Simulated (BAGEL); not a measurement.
# GeHCl3 (SMILES [Cl][GeH]([Cl])[Cl]) at HF/STO-3G (density fitting with qzvpp-jkfit)

Aim: the energy change on altering one bond length of GeHCl3 at HF/STO-3G (density fitting with qzvpp-jkfit), from 2 runs. 

Program for the calculation: BAGEL 1.2.2.

2 further runs of the same task are left out: 2 set aside as unsound or not needed.

### 1 The system as given

The species is GeHCl3 (5 atoms), meant as a singlet with charge 0. As SMILES, `[Cl][GeH]([Cl])[Cl]`. The coordinates come from a PBE0-D4/def2-TZVP relaxation.

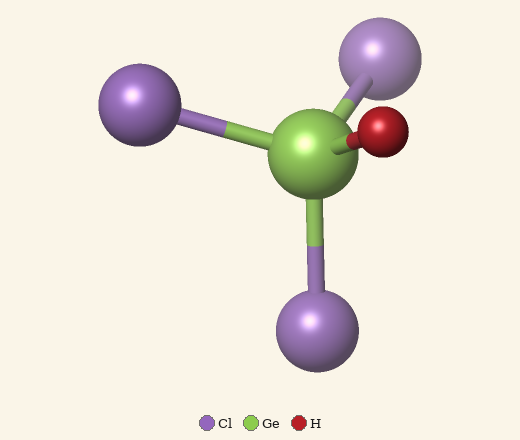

The structure, seen from a chosen angle (chlorine purple, germanium green, hydrogen red).

### 2 The energy at HF/STO-3G (density fitting with qzvpp-jkfit)

input.json

```json
{ "bagel": [

{
  "title": "molecule",
  "basis": "sto-3g",
  "df_basis": "qzvpp-jkfit",
  "angstrom": true,
  "geometry": [
    { "atom": "Cl", "xyz": [   -1.177700,   -0.012800,    1.700700 ] },
    { "atom": "Ge", "xyz": [    0.102400,    0.090600,    0.006200 ] },
    { "atom": "Cl", "xyz": [    1.117900,   -1.767600,   -0.185300 ] },
    { "atom": "Cl", "xyz": [   -1.095100,    0.385600,   -1.725800 ] },
    { "atom": "H", "xyz": [    1.102600,    1.230700,    0.163000 ] }
  ]
},
{
  "title": "hf"
},
{
  "title": "print",
  "file": "orbitals.molden",
  "orbitals": true
}

]}
```

Launch:

```bash
BAGEL_NUM_THREADS=1 BAGEL input.json > input.out
```

What it wrote:

```text
* using 1 threads per process

  ===============================================================
  ===============================================================

  *** Geometry ***

  { "atom" : "Cl", "xyz" : [     -2.225530,     -0.024188,      3.213857 ] },
  { "atom" : "Ge", "xyz" : [      0.193508,      0.171209,      0.011716 ] },
  { "atom" : "Cl", "xyz" : [      2.112525,     -3.340280,     -0.350166 ] },
  { "atom" : "Cl", "xyz" : [     -2.069439,      0.728678,     -3.261289 ] },
  { "atom" : "H", "xyz" : [      2.083612,      2.325686,      0.308025 ] },

  Number of auxiliary basis functions:      668

  Since a DF basis is specified, we compute 2- and 3-index integrals:
    o Being stored without compression. Storage requirement is 0.011 GB

  Number of basis functions:       46
  Number of electrons      :       84

    * METHOD: MOLECULE                             0.33

  *** RHF ***

  === Nuclear Repulsion ===
   559.1855802501

      * DIIS with orbital gradients will be used.

  === RHF iteration (sto-3g) ===
      0      -3416.15869389          0.00820336           0.10
      1      -3416.24651180          0.00119621           0.10
      2      -3416.24854003          0.00035747           0.10
      3      -3416.24881808          0.00004201           0.09
      4      -3416.24882142          0.00000612           0.10
      5      -3416.24882149          0.00000087           0.10
      6      -3416.24882149          0.00000024           0.10
      7      -3416.24882149          0.00000004           0.10
      8      -3416.24882149          0.00000001           0.10
    * SCF iteration converged.

    * Permanent dipole moment:
           (   -0.670546,    -0.764334,    -0.104939) a.u.

    * METHOD: HF                                   1.05

    * METHOD: PRINT                                0.00

  ===============================================================
```

Run time: 1.6 s. Hardware: 1 thread of Arm Neoverse V2, shared host.

### 3 The distorted shape at the same level

input.json

```json
{ "bagel": [

{
  "title": "molecule",
  "basis": "sto-3g",
  "df_basis": "qzvpp-jkfit",
  "angstrom": true,
  "geometry": [
    { "atom": "Cl", "xyz": [      -2.396306,       2.217050,       1.930501 ] },
    { "atom": "Ge", "xyz": [      -1.116206,       2.320450,       0.236001 ] },
    { "atom": "Cl", "xyz": [       1.117900,      -1.767600,      -0.185300 ] },
    { "atom": "Cl", "xyz": [      -2.313706,       2.615450,      -1.495999 ] },
    { "atom": "H", "xyz": [      -0.116006,       3.460550,       0.392801 ] }
  ]
},

{ "title": "hf" },

{ "title": "print", "file": "orbitals.molden", "orbitals": true }

]}
```

Launch:

```bash
BAGEL_NUM_THREADS=1 BAGEL input.json > input.out
```

What it wrote:

```text
* using 1 threads per process

  ===============================================================
  ===============================================================

  *** Geometry ***

  { "atom" : "Cl", "xyz" : [     -4.528362,      4.189617,      3.648118 ] },
  { "atom" : "Ge", "xyz" : [     -2.109324,      4.385015,      0.445977 ] },
  { "atom" : "Cl", "xyz" : [      2.112525,     -3.340280,     -0.350166 ] },
  { "atom" : "Cl", "xyz" : [     -4.372271,      4.942484,     -2.827028 ] },
  { "atom" : "H", "xyz" : [     -0.219220,      6.539492,      0.742286 ] },

  Number of auxiliary basis functions:      668

  Since a DF basis is specified, we compute 2- and 3-index integrals:
    o Being stored without compression. Storage requirement is 0.011 GB

  Number of basis functions:       46
  Number of electrons      :       84

    * METHOD: MOLECULE                             0.31

  *** RHF ***

  === Nuclear Repulsion ===
   448.8628923423

      * DIIS with orbital gradients will be used.

  === RHF iteration (sto-3g) ===
      0      -3415.79082949          0.00905481           0.10
      1      -3415.55871382          0.00706554           0.09
      2      -3415.88743655          0.00368588           0.09
      3      -3415.89981185          0.00167421           0.10
      4      -3415.58080028          0.00545559           0.09
      5      -3415.58357361          0.00520606           0.10
      6      -3415.90255678          0.00142585           0.09
      7      -3415.58575296          0.00500963           0.09
      8      -3415.89835745          0.00209678           0.09
      9      -3415.89756932          0.00225305           0.10
     10      -3415.90194761          0.00147321           0.09
     11      -3415.60585436          0.00632830           0.09
     12      -3415.59861771          0.00593114           0.09
     13      -3415.59087971          0.00565978           0.10
     14      -3415.90201699          0.00160905           0.10
     15      -3415.62145013          0.00779413           0.09
[... 48 lines of this table left out ...]
     64      -3415.96401006          0.00000551           0.09
     65      -3415.96401012          0.00000193           0.10
     66      -3415.96401013          0.00000565           0.09
     67      -3415.96401031          0.00000075           0.09
     68      -3415.96401037          0.00000028           0.09
     69      -3415.96401038          0.00000009           0.09
     70      -3415.96401038          0.00000002           0.09
     71      -3415.96401038          0.00000000           0.09
    * SCF iteration converged.

    * Permanent dipole moment:
           (    0.704653,    -2.972299,    -0.328466) a.u.

    * METHOD: HF                                   7.01

    * METHOD: PRINT                                0.00

  ===============================================================
```

It took 7.5 s on 1 thread of Arm Neoverse V2, shared host.

### 4 What came out

Level: HF/STO-3G (density fitting with qzvpp-jkfit).

```
                                                           quantity           value
                                          first shape: total energy  -3416.24882 Eh
                                         first shape: dipole moment          2.60 D
                                           first shape: HOMO energy       -11.24 eV
                                           first shape: LUMO energy         5.96 eV
                                         first shape: HOMO–LUMO gap        17.20 eV
                                      distorted shape: total energy  -3415.96401 Eh
                                     distorted shape: dipole moment          7.81 D
                                       distorted shape: HOMO energy        -5.60 eV
                                       distorted shape: LUMO energy        -2.07 eV
                                     distorted shape: HOMO–LUMO gap         3.53 eV
energy change with the Ge2–Cl3 bond stretched from 2.126 to 4.678 Å        7.750 eV
```

**Reading.** One bond (distorted shape) is far stretched, which a spin-restricted single reference describes badly; a broken-symmetry solution may lie lower. With the Ge2–Cl3 bond stretched from 2.126 to 4.678 Å the energy rises by 7.75 eV (179 kcal/mol). The first shape isn't relaxed at this level, so the change isn't measured from a minimum. A restricted reference can't describe the breaking bond well at this length. The minimal basis adds a large error of its own.
